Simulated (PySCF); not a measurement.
C2H6F4Si2, SMILES [SiH](F)(CC[SiH](F)F)F at its CAM-B3LYP/def2-SVP optimised geometry (Å):

```
14

Si    -1.3308    -2.7929    -2.6821
F     -2.9414    -2.6786    -2.6869
F     -0.9705    -4.3382    -2.4012
C     -0.6775    -1.7272    -1.3152
C     -1.1699    -0.2686    -1.4081
Si    -0.5733     0.7774     0.0000
F      1.0409     0.7774     0.0000
F     -1.0273     0.0858     1.3855
H     -0.8497    -2.4400    -4.0337
H      0.4248    -1.7660    -1.3256
H     -0.9866    -2.1772    -0.3568
H     -2.2728    -0.2338    -1.4230
H     -0.8414     0.2040    -2.3505
H     -1.0409     2.1772     0.0000
```

Level of theory: PySCF 2.14.0 with CAM-B3LYP/def2-TZVP. Cells within 0.4 Å of a nucleus heavier than hydrogen are left out (blank, or x).

Map of the log10 of the electron density (e/bohr³), floored at −4 on the plane z = 0.0 Å:

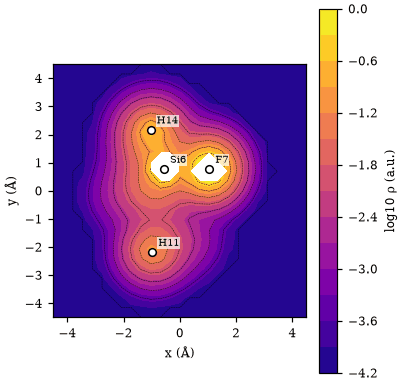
Log10 of the electron density (e/bohr³), floored at −4 on the plane z = 0.0 Å.
